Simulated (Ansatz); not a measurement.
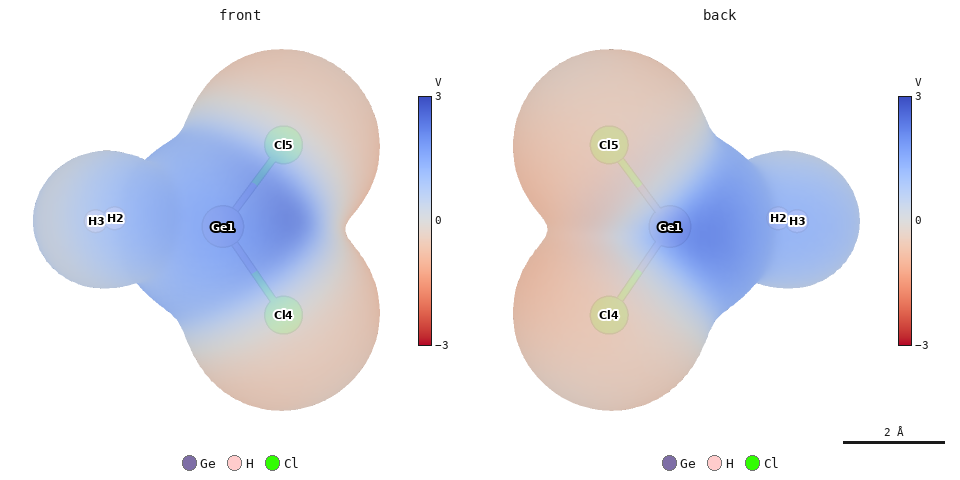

*Cl2Ge···H2. The molecular electrostatic potential painted on the density surface at 0.002 e/bohr³, seen from the front and from behind; the colour scale runs from red (negative) to blue (positive).*

Not at a stationary point (largest force 1.7 eV/Å).

Computed with Ansatz 0.2.0, RKS PBE0-D4/def2-SVP.

```
atom    x (Å)    y (Å)    z (Å)
  Ge  -0.3032   0.0000  -0.2176
   H   1.7232   0.0000   1.6575
   H   2.1370   0.0000   1.0737
  Cl  -1.4562   1.6934  -1.0285
  Cl  -1.4562  -1.6934  -1.0285
```

### Which sites attract a positive test charge, and which a negative one?

A positive charge is drawn to the negative regions and a negative charge to the positive ones. The most negative region (about −0.8 V, or −18 kcal/mol for a unit charge) lies over Cl4 and Cl5, the most positive (about +2.1 V, or +48 kcal/mol for a unit charge) over Ge1.
